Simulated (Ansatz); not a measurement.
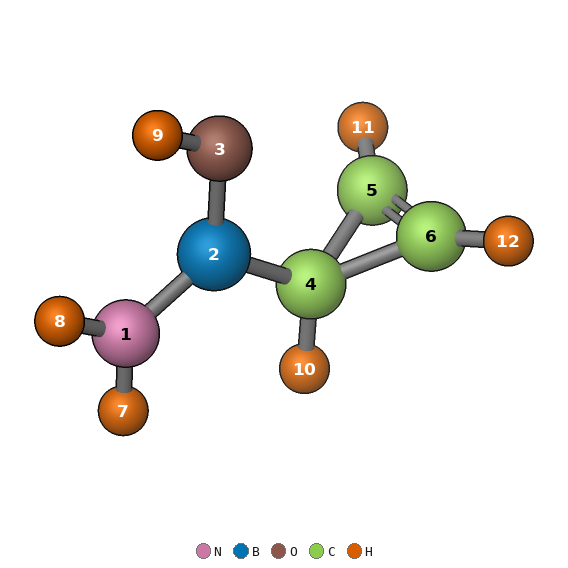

Atoms carry their numbers in the input. The computed structure is the end point of a PBE-D4/def2-SVP optimisation. No frequency run is at hand to confirm it as a minimum.

How are the neighbours of atom 1 arranged?

N1 has 3 neighbours (B2 at 1.42, H7 at 1.02, H8 at 1.02 Å); the arrangement is trigonal planar.

How are the neighbours of atom 3 arranged?

O3 has 2 neighbours (B2 at 1.39, H9 at 0.97 Å); the arrangement is bent.

How are the neighbours of atom 2 arranged?

B2 has 3 neighbours (N1 at 1.42, O3 at 1.39, C4 at 1.58 Å); the arrangement is trigonal planar.

What is the dihedral angle N1–B2–C4–C5?

152° in size, that is anti.
